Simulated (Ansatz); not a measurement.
**[SiH3]− (SMILES [SiH3-]) at 6 levels**

Aim: a comparison of 6 runs (BHLYP/6-31G, PBE0/3-21G, PBE0/6-31G, UPBE0/6-31G, CCSD(T)/6-31G, FCI/6-31G) of [SiH3]−. 

The calculation is run with Ansatz 0.2.0.

2 further runs of the same task are left out: 2 set aside as unsound or not needed.

**1. The system as given**

[SiH3]− has 4 atoms, charge -1, and is taken as a singlet. As SMILES, `[SiH3-]`. The H2–Si1 distance was set to 3.864 Å, away from the relaxed value. At this shape a bond of the SMILES string is far longer than usual.

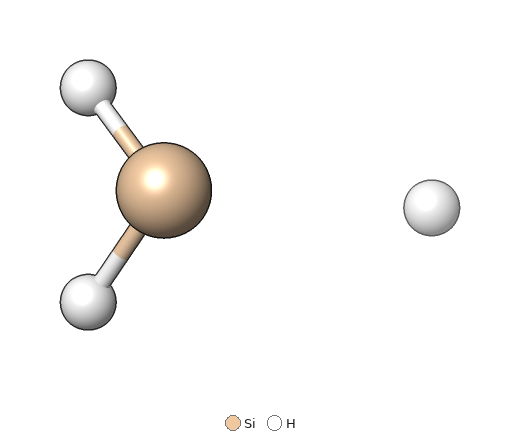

The structure, seen from a chosen angle (silicon light orange, hydrogen white).

**2. The energy at BHLYP/6-31G (run 1)**

Input file job.yaml:

```yaml
crystal:
  periodic: [false, false, false]
  atoms:
    - symbol: Si
      position_ang: [0.709347, -1.060180, -2.381060]
    - symbol: H
      position_ang: [0.426600, 0.622300, 1.085900]
    - symbol: H
      position_ang: [-0.128853, -2.293180, -1.973360]
    - symbol: H
      position_ang: [-0.498153, -0.297280, -2.971960]
basis:
  gaussian:
    orbitals: 6-31G
total_charge: -1
hamiltonian:
  xc: {name: BHLYP}
accuracy: high
```

On the command line:

```sh
$ ansatz run job.yaml --threads 1 --pin off --max-ram 2610MiB --events-out events.jsonl --progress --plain --runs-dir runs
```

The program printed:

```text
Warning: RAYON_NUM_THREADS=1 ignored (pool sized by the plan → 1); use --threads N
Functional definition: BHLYP
  name "BHLYP"
  parameter a = 0.5
  exchange = (1 - a)*b88_x + a*exact_x
  correlation = lyp_c
397 factors; integrals over basis functions are off by at most 6.1e-9 eV
mean field evaluation 1: about -7918.7468 eV, gradient 1.4e1 eV
mean field evaluation 2: about -7906.0223 eV, gradient 2.8e1 eV
mean field evaluation 4: about -7920.7814 eV, gradient 1.9e0 eV
mean field evaluation 8: about -7920.8162 eV, gradient 7.3e-2 eV
mean field evaluation 16: about -7920.8162 eV, gradient 2.6e-6 eV
mean field -7920.81620401 eV, -291.0846265754 hartree, gradient 7.0e-8 eV, S^2 0.000000; 0 other end points of the search recorded, 0 dependent functions left out
reference -7920.81622661 eV, -291.0846274060 hartree; 9, 9 occupied and 10, 10 virtual orbitals, 397 factors
Total energy: -7920.81622661 eV, -291.0846274060 hartree
```

Wall time 0.57 s (1 thread of Intel Xeon Platinum 8488C (Sapphire Rapids), shared host).

**3. The energy at PBE0/3-21G (run 2)**

Input file run.yaml:

```yaml
crystal:
  periodic: [false, false, false]
  atoms:
    - symbol: Si
      position_ang: [0.709347, -1.060180, -2.381060]
    - symbol: H
      position_ang: [0.426600, 0.622300, 1.085900]
    - symbol: H
      position_ang: [-0.128853, -2.293180, -1.973360]
    - symbol: H
      position_ang: [-0.498153, -0.297280, -2.971960]
basis:
  gaussian:
    orbitals: 3-21G.json
total_charge: -1
hamiltonian:
  xc: {name: PBE0}
accuracy: high
```

The basis set 3-21G is read from a file made from the Basis Set Exchange's data (not shown).

On the command line:

```sh
$ ansatz run run.yaml --threads 1 --pin off --max-ram 2610MiB --events-out events.jsonl --progress --plain --runs-dir runs
```

The program printed:

```text
Warning: RAYON_NUM_THREADS=1 ignored (pool sized by the plan → 1); use --threads N
Functional definition: PBE0
  name "PBE0"
  parameter a = 0.25
  parameter kappa = 0.804
  parameter beta = 0.06672455060314922
  exchange = (1 - a)*pbe_x(kappa = kappa, mu = beta*pi^2/3) + a*exact_x
  correlation = pbe_c(beta = beta)
363 factors; integrals over basis functions are off by at most 2.8e-9 eV
mean field evaluation 1: about -7873.7758 eV, gradient 1.6e1 eV
mean field evaluation 2: about -7859.8376 eV, gradient 3.2e1 eV
mean field evaluation 4: about -7876.0995 eV, gradient 7.0e0 eV
mean field evaluation 8: about -7876.6013 eV, gradient 1.4e-1 eV
mean field evaluation 16: about -7876.5938 eV, gradient 4.1e-6 eV
mean field -7876.59384890 eV, -289.4594849999 hartree, gradient 4.8e-8 eV, S^2 0.000000; 0 other end points of the search recorded, 0 dependent functions left out
reference -7876.59385083 eV, -289.4594850711 hartree; 9, 9 occupied and 10, 10 virtual orbitals, 363 factors
Total energy: -7876.59385083 eV, -289.4594850711 hartree
```

Wall time 0.44 s (1 thread of Intel Xeon Platinum 8488C (Sapphire Rapids), shared host).

Runs 3 to 5 aren't shown in full; the table further down has their settings and results.

**4. The energy at FCI/6-31G (run 6)**

Input file input.yaml:

```yaml
basis:
  gaussian: {orbitals: 6-31G}
crystal:
  periodic: [false, false, false]
  atoms:
    - {symbol: Si, position_ang: [0.709347, -1.060180, -2.381060]}
    - {symbol: H, position_ang: [0.426600, 0.622300, 1.085900]}
    - {symbol: H, position_ang: [-0.128853, -2.293180, -1.973360]}
    - {symbol: H, position_ang: [-0.498153, -0.297280, -2.971960]}
total_charge: -1
correlation: {method: fci, frozen_orbitals: {H: 0, Si: 5}}
accuracy: high
```

On the command line:

```sh
$ ansatz run input.yaml --threads 1 --pin off --max-ram 2610MiB --events-out events.jsonl --progress --plain --runs-dir runs
```

The program printed, cut to the lines that bear on the results:

```text
Warning: RAYON_NUM_THREADS=1 ignored (pool sized by the plan → 1); use --threads N
Functional definition: HF
  name "HF"
[...]
397 factors; integrals over basis functions are off by at most 6.1e-9 eV
[...]
mean field -7903.23310734 eV, -290.4384596910 hartree, gradient 3.9e-8 eV, S^2 0.000000; 0 other end points of the search recorded, 0 dependent functions left out; unrestricted orbitals would lower it
[...]
unrestricted determinant -7904.57025598 eV, -290.4875989970 hartree, S^2 0.9663
5 core orbitals not correlated: weight in the atoms' cores, before any rotation towards them, 1.000 or more for the frozen orbitals, at most 0.000 for the correlated occupied ones
reference -7903.23310734 eV, -290.4384596910 hartree; 4, 4 occupied and 10, 10 virtual orbitals, 397 factors
state -7906.45626496 eV, -290.5569085488 hartree
Total energy: -7906.45626496 eV, -290.5569085488 hartree
```

Run time: 3.6 s. Hardware: 1 thread of Intel Xeon Platinum 8488C (Sapphire Rapids), shared host; peak memory 0.16 GiB.

**5. The series**

```csv
run,level,frozen core orbitals,energy (Eh),wall time
1,BHLYP/6-31G,–,-291.084627,0.57 s
2,PBE0/3-21G,–,-289.459485,0.44 s
3,PBE0/6-31G,–,-290.973092,0.55 s
4,UPBE0/6-31G,–,-290.987589,2 s
5,CCSD(T)/6-31G,5,-290.562313,0.18 s
6,FCI/6-31G,5,-290.556909,3.6 s
```

**6. Results**

| quantity | value |
| --- | --- |
| run 6: total energy | -290.55691 Eh |
| run 6: correlation energy (5 core orbitals frozen) | -118.4 mEh |

**Reading.** Against full CI in this basis: CCSD(T) -5.4 mEh. Totals of different functionals can't be ranked against each other. In run 5 the T1 diagnostic is large, so a single reference may not serve. In run 5 the log says that unrestricted orbitals would lower the reference, so the values rest on an unstable closed-shell determinant (other closed-shell runs at this shape may share the fault). Spin contamination of the reference: run 4 ⟨S²⟩ = 0.67. Where it is this large, the reference is a mixture of spin states, and values that rest on it are in doubt. All runs together took 7.3 s, the longest 3.6 s.
